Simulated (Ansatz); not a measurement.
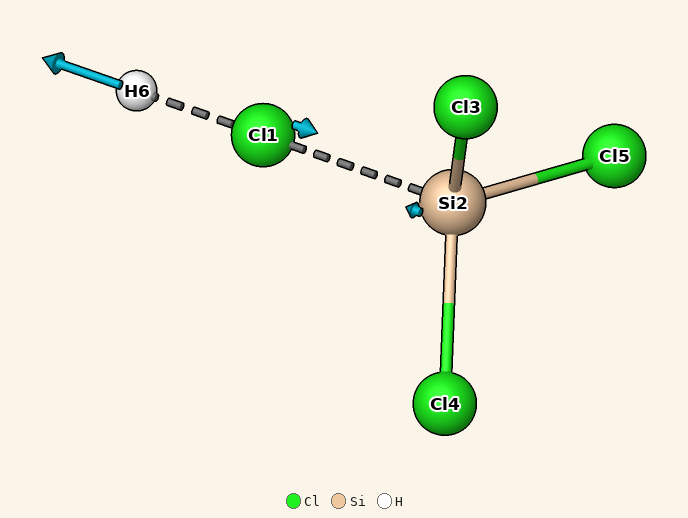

The arrows show one normal mode. Broken sticks mark bonds that form or break. State: neutral, doublet. Harmonic vibrations computed with UKS PBE0-D4/def2-TZVP (Ansatz 0.2.0) at a stationary point of the same level. It is a saddle point of order 1.

At what wavenumber does it lie?

Answer. 492i cm⁻¹; it is mode 1 of 12 counted from the lowest. It is the reaction coordinate: Cl1–H6 forms (1.51 Å), Cl1–Si2 breaks (2.28 Å), or the reverse.
